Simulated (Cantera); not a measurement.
Feed: 1 mol Si3N4, 4.3 mol H2O, 14 mol N2, held at 480 Pa.

Cantera equilibrium calculation (NASA polynomials, part measured and part estimated; ideal gas, pure solids and liquids). Candidate condensed phases: H2O, Si, SiO2, Si2N2O, Si3N4; 35 gas species. Mutual solubility and eutectic melting of coexisting phases are not modelled. The tables hold silica as quartz up to 1696 K and as liquid above; real silica turns to tridymite and cristobalite and melts near 1996 K. Rates play no part.

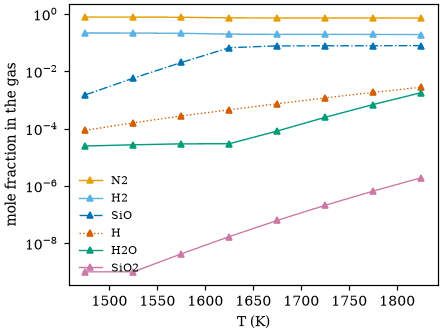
Figure. Equilibrium gas composition (values under 1e-9 drawn at 1e-9)

Question: Read off the mole fractions at 1725 K.

Answer: N2 about 0.73, H2 about 0.19, SiO about 0.077, H about 0.0012, H2O about 0.00025, SiO2 about 2.1e-7.
